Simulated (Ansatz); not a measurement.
The reference is C in the diamond structure (space group Fd-3m, No. 227; a = 3.560 Å). Axes: x, y, z lie along the cube axes.

It is then changed as follows: tensor shear ε_xy = +0.86 % (engineering shear γ = 0.0172); the atoms relax in the strained cell.

Method: r2SCAN, PAW, 500 eV (Ansatz, a first-principles code; no spin-orbit coupling).

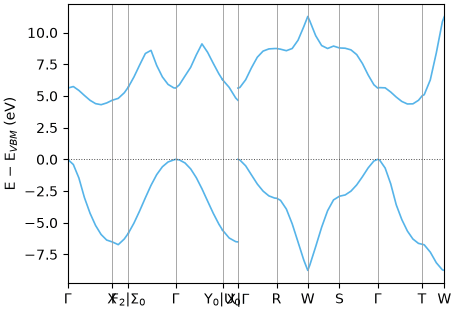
Figure: Highest valence and lowest conduction band along the path of the changed cell's own zone

### Question
Read the changed gap and its character from the plot.

### Answer
About 4.3 eV, indirect, Γ → Γ–X (75 % along).

No phonon test of stability was made. Labels are those of the standard path for the cell's own space group.
